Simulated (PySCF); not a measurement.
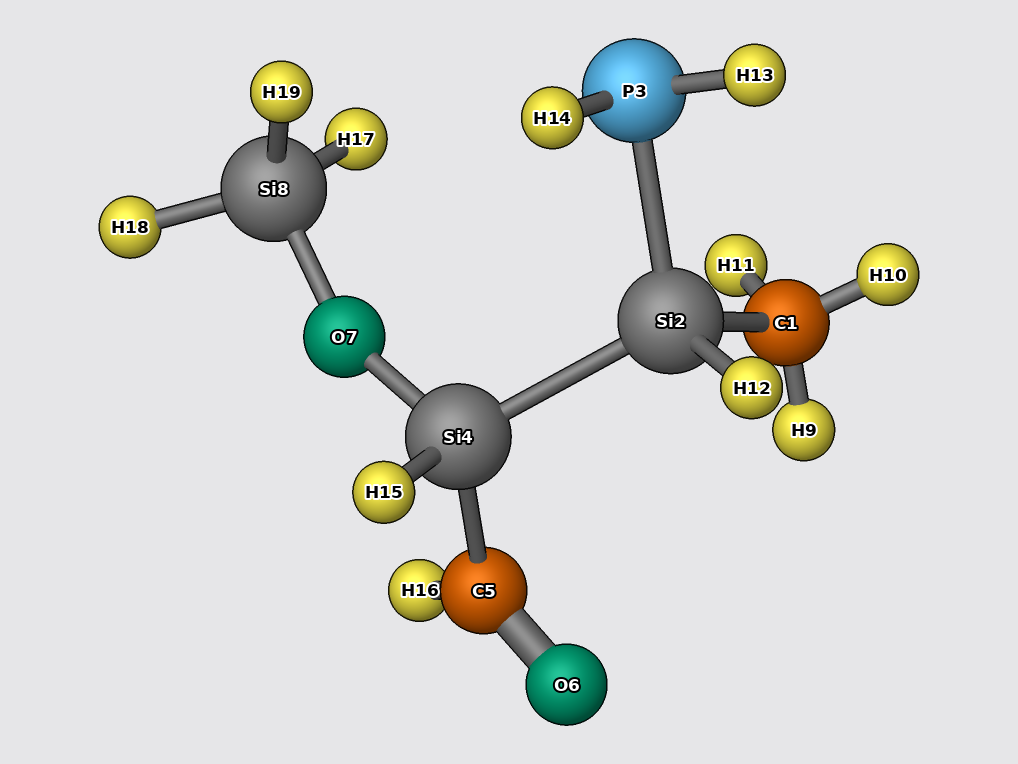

The thickness of each stick grows with its Mayer bond order. The computed structure is the end point of a GFN2-xTB optimisation. No frequency run is at hand to confirm it as a minimum. Computed with PBE0/pcSseg-1 (PySCF 2.14.0).

> Which bond between heavy atoms has the highest Mayer bond order?

C5–O6, 1.94, at a length of 1.206 Å.

List the Mayer bond orders of C1–Si2, Si2–P3, Si2–Si4, Si4–C5, Si4–O7, C5–O6, O7–Si8 (bonds between heavy atoms, one of each equivalent set).

```tsv
bond	Mayer order	length (Å)
C1–Si2	0.95	1.910
Si2–P3	1.01	2.266
Si2–Si4	0.88	2.325
Si4–C5	0.82	1.915
Si4–O7	0.90	1.623
C5–O6	1.94	1.206
O7–Si8	0.90	1.628
```

The geometry is semi-empirical. Around P, Si such bond lengths and angles can be off by a tenth of an ångström or more and by several degrees, and values that hang on the shape move with them.
